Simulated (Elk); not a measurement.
# Mn3Pd: magneto-optical Kerr spectrum

Aim: the polar Kerr rotation of Mn3Pd from the optical conductivity tensor.

Calculated with Elk 11.2.3 (patched build); PBE; all-electron APW+lo, Dirac cores, scalar-relativistic bands with second-variational spin-orbit coupling.

The structure was built from a prototype and need not be the compound's stable phase.

## 1. Set-up

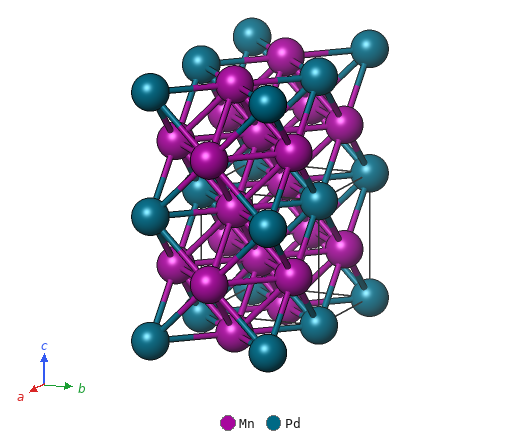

Start, viewed slightly off an axis; manganese purple, palladium blue. 2×1×2 cells are drawn. Some periodic images of atoms are drawn too.

The cell is a made-up one and need not be a known phase.

## 2. Self-consistent run

In a ferromagnet the Kerr effect comes from exchange splitting and spin–orbit coupling together. The parallel order is imposed here; no other order was tried.

In this input [001] lies along z, the axis of the moments and of the light.

Moments are seeded by fields in the spheres (the last three columns under atoms), set against the wanted direction and reduced each loop.

elk.in

```
tasks
  0
  15
  33
  73

xctype
  20

rgkmax
  7.0

nempty
  14

swidth
  0.003

reducebf
  0.5

epsengy
  1e-05

maxscl
  100

lmaxi
  3

vkloff
  0.500000 0.500000 0.500000

lmaxapw
  10

lmaxo
  8

spincore
  .true.

spinpol
  .true.

spinorb
  .true.

cmagz
  .true.

sppath
  './'

avec
  7.28764376194 0.00000000000 0.00000000000
  0.00000000000 7.28764376194 0.00000000000
  0.00000000000 0.00000000000 7.28764376194

atoms
  2
  'Mn.in'
  3
  0.5000000000 0.0000000000 0.5000000000   0.000000 0.000000 -0.105000
  0.0000000000 0.5000000000 0.5000000000   0.000000 0.000000 -0.105000
  0.5000000000 0.5000000000 0.0000000000   0.000000 0.000000 -0.105000
  'Pd.in'
  1
  0.0000000000 0.0000000000 0.0000000000   0.000000 0.000000 0.000000

ngridk
  6 6 6

plot3d
  0 0 0
  1 0 0
  0 1 0
  0 0 1
  20 20 20
```

The run is started by

```sh
$ OMP_NUM_THREADS=4 elk
```

Numbers of over 12 decimals in the logs are rounded to 6 here.

The program printed:

```text
Warning(chksvso): spin-orbit splittings by the second variation are low [figures from our tests cut]: local-orbitals by j (lorbdm 7 and 8, zora) mend levels alone

--- INFO.OUT ---
┌─────────────────────────┐
│ Elk code version 11.2.3 │
└─────────────────────────┘

All units are atomic (Hartree, Bohr, etc.)

┌─────────────────────────────────────────────────┐
│ Ground-state run starting from atomic densities │
└─────────────────────────────────────────────────┘

Lattice vectors :
   7.287643762       0.000000000       0.000000000
   0.000000000       7.287643762       0.000000000
   0.000000000       0.000000000       7.287643762

Species : 1 (Mn)
 parameters loaded from : Mn.in
 name : manganese
 nuclear charge    :   -25.00000000
 electronic charge :    25.00000000
 atomic mass :    100145.9370
 muffin-tin radius :    2.400000000
 number of radial points in muffin-tin :    993
 inner part over the whole radius :   0.9953723401E-02
 number on inner part of muffin-tin    :    700
 approximate nuclear radius :   0.7074591925E-04
 number of mesh points to nuclear radius :    330
 atomic positions (lattice), magnetic fields (Cartesian) :
  1 :   0.50000000  0.00000000  0.50000000    0.00000000  0.00000000 -0.10500000
  2 :   0.00000000  0.50000000  0.50000000    0.00000000  0.00000000 -0.10500000
  3 :   0.50000000  0.50000000  0.00000000    0.00000000  0.00000000 -0.10500000

Species : 2 (Pd)
 parameters loaded from : Pd.in
 name : palladium
 nuclear charge    :   -46.00000000
 electronic charge :    46.00000000
 atomic mass :    193991.7927
 muffin-tin radius :    2.600000000
 number of radial points in muffin-tin :    993
 inner part over the whole radius :   0.9945321312E-02
 number on inner part of muffin-tin    :    707
 approximate nuclear radius :   0.8586907259E-04
 number of mesh points to nuclear radius :    353
 atomic positions (lattice), magnetic fields (Cartesian) :
  1 :   0.00000000  0.00000000  0.00000000    0.00000000  0.00000000  0.00000000

Total number of atoms per unit cell :    4
Total muffin-tin volume :    247.3396840
 ratio of muffin-tin to unit cell volume :   0.6390464054

Spin treatment :
 spin-polarised
 spin-orbit coupling
 spin-polarised core states
 global magnetic field (Cartesian) :    0.000000000       0.000000000       0.000000000
 collinear magnetisation in z-direction

Number of Bravais lattice symmetries :   48
Number of crystal symmetries         :    8
Crystal has inversion symmetry
Real symmetric eigensolver will be used

k-point grid :      6     6     6
k-point offset :   0.5000000000      0.5000000000      0.5000000000
k-point set is reduced with full crystal symmetry group
Total number of k-points :       27

Muffin-tin radius times maximum |G+k| :    7.000000000
 using average radius
Maximum |G+k| for APW functions       :    2.857142857
Maximum (1/2)|G+k|²                   :    4.081632653
Maximum |G| for potential and density :    12.00000000
Constant for pseudocharge density :    8
 order of it for each species :   15  15
 order of it for pair densities of each species (exact exchange by exxq0 0: 17) :    9  11
Radial integration step length :    1

G-vector grid sizes :     28    28    28
Number of G-vectors :    11123

Maximum angular momentum used for
 APW functions            :   10
 outer part of muffin-tin :    8
 inner part of muffin-tin :    3

Number of empty states         :     56
Total number of valence states :    176
Total number of core states    :     58

Third-order local-orbitals added for an l without core states : T
Total number of local-orbitals :     87

Exchange-correlation functional :     20     0     0
 Perdew-Burke-Ernzerhof, Phys. Rev. Lett. 77, 3865 (1996)
 gradient requirement :    1
 generalised gradient approximation (GGA)

Smearing type :    3
 Fermi-Dirac
Smearing width :   0.3000000000E-02
Effective electronic temperature (K) :    947.3250744

Mixing type :    3
 Broyden mixing, J. Phys. A: Math. Gen. 17, L317 (1984)

Kohn-Sham potential initialised from atomic data

┌──────────────────────────────┐
│ Self-consistent loop started │
└──────────────────────────────┘

┌─────────────────┐
│ Loop number : 1 │
└─────────────────┘

Energies :
 Fermi                       :     0.180846
 sum of occupied eigenvalues :     -5045.0933261044
 electron kinetic            :      8770.9373095022
 core electron kinetic       :      8260.9604510812
 Coulomb                     :     -16986.563959319
 Coulomb potential           :     -13467.245600582
 nuclear-nuclear             :     -1202.5497629455
 electron-nuclear            :     -18141.500619862
 Hartree                     :      2357.4864234890
 Madelung                    :     -10252.941159027
 xc potential                :     -348.53023642490
 xc effective B-field        :    -0.177166
 external B-field            :      0.000000
 exchange                    :     -294.44499327218
 correlation                 :     -5.880401
 electron entropic           :    -0.52342346814872E-02
 total energy                :     -8515.9572786151
 (external B-field energy excluded from total)

Density of states at Fermi energy :    174.8886898
 (states/Hartree/unit cell)

Estimated indirect band gap :   0.6710125825E-03
 from k-point 9 to k-point 19
Estimated direct band gap   :   0.7213742382E-03
 at k-point 19

Charges :
 core                        :    58.00000000
 valence                     :    63.00000000
 interstitial                :    5.022389695
 muffin-tins (core leakage)
  species : 1 (Mn)
   atom 1                    :    25.38183865     ( -0.2246774642E-06)
   atom 2                    :    25.38183865     ( -0.2246774642E-06)
   atom 3                    :    25.38238874     ( -0.2246774642E-06)
  species : 2 (Pd)
   atom 1                    :    39.83154425     ( -0.6893303919E-06)
 total in muffin-tins        :    115.9776103
 total calculated charge     :    120.9997949
 total charge                :    121.0000000
 error                       :   0.2051060820E-03

Moments :
 interstitial                :  -0.2710703646
 muffin-tins
  species : 1 (Mn)
   atom 1                    :    1.671363541
   atom 2                    :    1.671363541
   atom 3                    :    1.670708950
  species : 2 (Pd)
   atom 1                    :  -0.7558439184
 total in muffin-tins        :    4.257592114
 total moment                :    3.986521749

[... earlier loops left out ...]

┌──────────────────┐
│ Loop number : 33 │
└──────────────────┘

Energies :
 Fermi                       :     0.277495
 sum of occupied eigenvalues :     -5037.3858771844
 electron kinetic            :      8789.9990584110
 core electron kinetic       :      8260.2678099427
 Coulomb                     :     -17011.713943997
 Coulomb potential           :     -13435.517086032
 nuclear-nuclear             :     -1202.5497629455
 electron-nuclear            :     -18225.028051463
 Hartree                     :      2415.8638704120
 Madelung                    :     -10293.955400981
 xc potential                :     -391.19836429175
 xc effective B-field        :    -0.669485
 external B-field            :      0.000000
 exchange                    :     -295.39845625609
 correlation                 :     -5.852072
 electron entropic           :    -0.43628671268851E-02
 total energy                :     -8522.9697769621
 (external B-field energy excluded from total)

Density of states at Fermi energy :    144.6443065
 (states/Hartree/unit cell)

Estimated indirect band gap :   0.4458317023E-03
 from k-point 10 to k-point 1
Estimated direct band gap   :   0.2372409668E-02
 at k-point 18

Charges :
 core                        :    58.00000000
 valence                     :    63.00000000
 interstitial                :    4.339610980
 muffin-tins (core leakage)
  species : 1 (Mn)
   atom 1                    :    23.79026456     ( -0.2246773665E-06)
   atom 2                    :    23.79026456     ( -0.2246773665E-06)
   atom 3                    :    23.79020805     ( -0.2246776862E-06)
  species : 2 (Pd)
   atom 1                    :    45.28965185     ( -0.6897196130E-06)
 total in muffin-tins        :    116.6603890
 total calculated charge     :    120.9998130
 total charge                :    121.0000000
 error                       :   0.1869635897E-03

Moments :
 interstitial                :   0.2452893630
 muffin-tins
  species : 1 (Mn)
   atom 1                    :    3.442188308
   atom 2                    :    3.442188308
   atom 3                    :    3.442143252
  species : 2 (Pd)
   atom 1                    :   0.2903452399
 total in muffin-tins        :    10.61686511
 total moment                :    10.86215447

┌──────────────────────────────┐
│ Self-consistent loop stopped │
└──────────────────────────────┘

Wrote STATE.OUT
```

Wall time 9.6 min (4 threads of Arm Neoverse V1, shared host); peak memory 0.59 GiB.

Spin moment in the muffin-tin sphere by atom:

```csv
atom,spin moment in the muffin-tin sphere (μB)
Mn1,3.44
Mn2,3.44
Mn3,3.44
Pd4,0.29
```

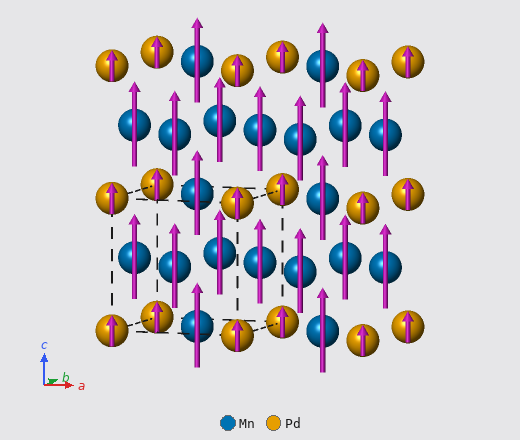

Spin moment in the muffin-tin sphere as arrows, the longest 3.44 μB. Up and down stand for the sign. Arrows give size and sign along the axis of quantisation, drawn up and down the page. Each arrow also spans its atom, so small moments look longer than they are. 2×1×2 cells are drawn. Some periodic images of atoms are drawn too.

Numbers from this step:

| Item | Value |
| --- | --- |
| density of states at the Fermi level | 5.316 states/eV/cell |
| moment between the spheres | 0.2453 μB |
| magnetization | 10.86 μB |
| final state | ferromagnetic |

After 33 cycles the largest moment stands at 3.44 μB.

Orbital moment <L> in the sphere by atom:

```csv
atom,x (μB),y (μB),z (μB),size
Mn1,0.0000,0.0000,0.0067,0.0067
Mn2,0.0000,0.0000,0.0067,0.0067
Mn3,0.0000,0.0000,-0.0036,0.0036
Pd4,0.0000,0.0000,0.0271,0.0271
```

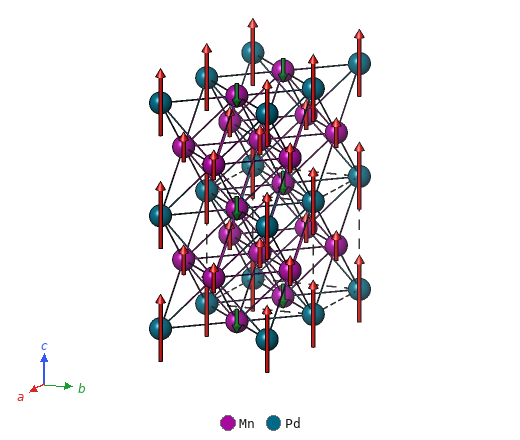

Orbital moment <L> in the sphere as arrows, the longest 0.0271 μB. Each arrow also spans its atom, so small moments look longer than they are. The two directions have two colours. 2×1×2 cells are drawn. Some periodic images of atoms are drawn too.

## 3. States and momentum matrix elements on a finer mesh

Optical spectra need more k points than the density, so the states are solved once on a finer mesh in the saved potential.

elk.in

```
tasks
  1
  120

xctype
  20

rgkmax
  7.0

nempty
  14

swidth
  0.003

reducebf
  0.5

epsengy
  1e-05

maxscl
  1

lmaxi
  3

vkloff
  0.500000 0.500000 0.500000

lmaxapw
  10

lmaxo
  8

spincore
  .true.

spinpol
  .true.

spinorb
  .true.

cmagz
  .true.

sppath
  './'

avec
  7.28764376194 0.00000000000 0.00000000000
  0.00000000000 7.28764376194 0.00000000000
  0.00000000000 0.00000000000 7.28764376194

atoms
  2
  'Mn.in'
  3
  0.5000000000 0.0000000000 0.5000000000   0.000000 0.000000 -0.000105
  0.0000000000 0.5000000000 0.5000000000   0.000000 0.000000 -0.000105
  0.5000000000 0.5000000000 0.0000000000   0.000000 0.000000 -0.000105
  'Pd.in'
  1
  0.0000000000 0.0000000000 0.0000000000   0.000000 0.000000 0.000000

ngridk
  10 10 10
```

The run is started by

```sh
$ OMP_NUM_THREADS=4 elk
```

The program printed:

```text
Warning(chksvso): spin-orbit splittings by the second variation are low [figures from our tests cut]: local-orbitals by j (lorbdm 7 and 8, zora) mend levels alone

--- INFO.OUT ---
┌─────────────────────────┐
│ Elk code version 11.2.3 │
└─────────────────────────┘

All units are atomic (Hartree, Bohr, etc.)

┌──────────────────────────────────────────┐
│ Ground-state run resuming from STATE.OUT │
└──────────────────────────────────────────┘

Lattice vectors :
   7.287643762       0.000000000       0.000000000
   0.000000000       7.287643762       0.000000000
   0.000000000       0.000000000       7.287643762

Species : 1 (Mn)
 muffin-tin radius :    2.400000000
 atomic positions (lattice), magnetic fields (Cartesian) :
  1 :   0.50000000  0.00000000  0.50000000    0.00000000  0.00000000  0.00000000
  2 :   0.00000000  0.50000000  0.50000000    0.00000000  0.00000000  0.00000000
  3 :   0.50000000  0.50000000  0.00000000    0.00000000  0.00000000  0.00000000

Species : 2 (Pd)
 muffin-tin radius :    2.600000000
 atomic positions (lattice), magnetic fields (Cartesian) :
  1 :   0.00000000  0.00000000  0.00000000    0.00000000  0.00000000  0.00000000

Total number of atoms per unit cell :    4
Total muffin-tin volume :    247.3396840
 ratio of muffin-tin to unit cell volume :   0.6390464054

Spin treatment :
 spin-polarised
 spin-orbit coupling
 spin-polarised core states
 global magnetic field (Cartesian) :    0.000000000       0.000000000       0.000000000
 collinear magnetisation in z-direction

Number of Bravais lattice symmetries :   48
Number of crystal symmetries         :    8
Crystal has inversion symmetry
Real symmetric eigensolver will be used

k-point grid :     10    10    10
[...]
Coulomb                     :     -17011.818236902
 Coulomb potential           :     -13435.425309072
 nuclear-nuclear             :     -1202.5497629455
 electron-nuclear            :     -18225.341755558
 Hartree                     :      2416.0732816021
 Madelung                    :     -10294.105582366
 xc potential                :     -391.40561101452
 xc effective B-field        :    -0.680080
 external B-field            :      0.000000
 exchange                    :     -295.41597616808
 correlation                 :     -5.851322
 electron entropic           :    -0.45509161111862E-02
 total energy                :     -8522.9697131402
 (external B-field energy excluded from total)

Density of states at Fermi energy :    153.6443591
 (states/Hartree/unit cell)

Estimated indirect band gap :   0.4604882782E-03
 from k-point 100 to k-point 108
Estimated direct band gap   :   0.1596131070E-02
 at k-point 73

Charges :
 core                        :    58.00000000
 valence                     :    63.00000000
 interstitial                :    4.333989423
 muffin-tins (core leakage)
  species : 1 (Mn)
   atom 1                    :    23.79124545     ( -0.2246773612E-06)
   atom 2                    :    23.79124545     ( -0.2246773612E-06)
   atom 3                    :    23.79109937     ( -0.2246774642E-06)
  species : 2 (Pd)
   atom 1                    :    45.29242031     ( -0.6897202063E-06)
 total in muffin-tins        :    116.6660106
 total calculated charge     :    120.9998197
 total charge                :    121.0000000
 error                       :   0.1803015936E-03

Moments :
 interstitial                :   0.2664281777
 muffin-tins
  species : 1 (Mn)
   atom 1                    :    3.472813280
   atom 2                    :    3.472813280
   atom 3                    :    3.472858557
  species : 2 (Pd)
   atom 1                    :   0.3102611720
 total in muffin-tins        :    10.72874629
 total moment                :    10.99517447

┌──────────────────────────────┐
│ Self-consistent loop stopped │
└──────────────────────────────┘
```

Wall time 2.6 min (4 threads); peak memory 0.78 GiB.

This step gave:

- magnetization: 11.00 μB
- largest moment: 3.473 μB

## 4. Optics with a broadening of 0.11 eV

The broadening stands for the lifetime of the excited states; it lowers and widens the peaks.

elk.in, as its differences from that of step 3:

```diff
@@ -1,4 +1,4 @@
 tasks
-  1
-  120
+  121
+  122
 
@@ -14,3 +14,3 @@
 swidth
-  0.003
+  0.004
 
@@ -23,3 +23,3 @@
 maxscl
-  1
+  100
 
@@ -49,2 +49,5 @@
 
+intraband
+  .true.
+
 sppath
@@ -70 +73,10 @@
   10 10 10
+
+wplot
+  240 100 0
+  0.00000 0.30000
+
+optcomp
+  1 1
+  1 2
+  3 3
```

The run is started by

```sh
$ OMP_NUM_THREADS=4 elk
```

The program printed:

```text
┌─────────────────────────────────┐
│ Elk code version 11.2.3 started │
└─────────────────────────────────┘

Info(readinput): the functional depends on the density's gradient
 muffin-tin radial points multiplied by    2.00000
 (not where nrmtscf is given)

┌────────────────────┐
│ Current task : 121 │
└────────────────────┘

Info(dielectric):
 dielectric tensor written to EPSILON_ij.OUT
 optical conductivity written to SIGMA_ij.OUT
 plasma frequency written to PLASMA_ij.OUT
 for components
  i = 1, j = 1
  i = 1, j = 2
  i = 3, j = 3

┌────────────────────┐
│ Current task : 122 │
└────────────────────┘

Warning(chksvso): spin-orbit splittings by the second variation are low [figures from our tests cut]: local-orbitals by j (lorbdm 7 and 8, zora) mend levels alone

Info(dielectric):
 dielectric tensor written to EPSILON_ij.OUT
 optical conductivity written to SIGMA_ij.OUT
 plasma frequency written to PLASMA_ij.OUT
 for components
  i = 1, j = 1
  i = 1, j = 2

Info(moke):
 complex Kerr angle in degrees written to KERR.OUT

┌──────────────────┐
│ Elk code stopped │
└──────────────────┘
```

It took 76 s on 4 threads; peak memory 0.06 GiB.

Intraband term included. The polar Kerr angle by photon energy; values in degrees:

```csv
photon energy (eV),rotation,ellipticity
0,0,0
1,0.207,-0.161
2,0.248,-0.00255
3,0.299,0.190
4,0.136,0.0795
5,0.213,0.0387
6,0.613,0.161
7,-0.262,0.318
8,-0.118,0.0632
```

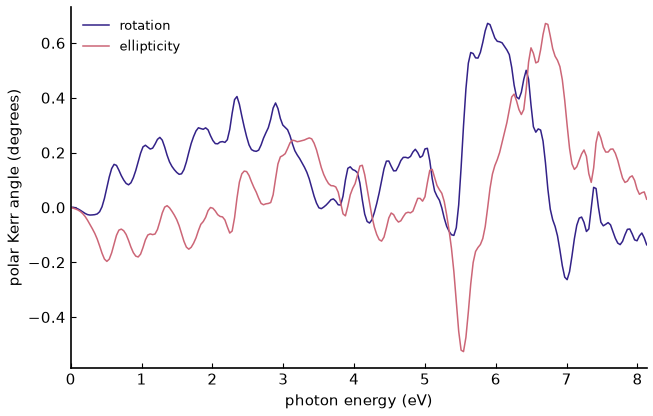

Polar Kerr angle, plotted against photon energy.

Intraband term included. Optical conductivity against photon energy:

```csv
photon energy (eV),Re sigma xx (S/cm),Im sigma xx (S/cm),Re sigma xy (S/cm),Im sigma xy (S/cm),Re sigma zz (S/cm),Im sigma zz (S/cm)
0,40693,0,-159,0,41198,0
1,4996,3777,-90.6,-172,4981,3783
2,4081,1628,-19.1,-73.4,4079,1617
3,6032,2569,56.4,-151,6047,2522
4,4102,2361,17.2,-33.4,4094,2364
5,4324,1965,-1.58,-46.5,4336,1950
6,3958,3114,51.9,-122,3955,3087
7,2615,2853,25.9,44.8,2611,2853
8,2907,2271,5.99,13.5,2912,2263
```

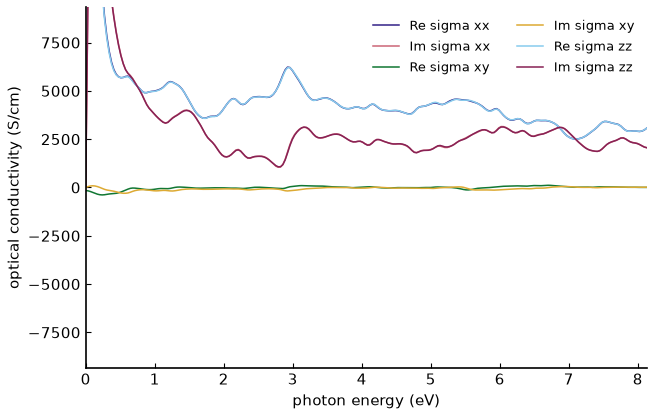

Optical conductivity against photon energy. Below 1 eV the curve runs off the scale.

(Continued in part 2 of 2.)

[Logs and program files are shortened in this print: banners, set-up blocks, solver, clock and traceback lines can be left out without a mark of their own.]

[Logs are printed without paths, hosts, clocks, repeated set-up lines and the standing remarks that a program may print on its own settings, such as how far it seeks lower states.]

[Hosts, paths, dates, database ids (printed as entryN), source tags and the programs' standing remarks are cut or masked in the printed files.]

[Where a cell is said to come from a database of computed structures, the database is the Materials Project.]
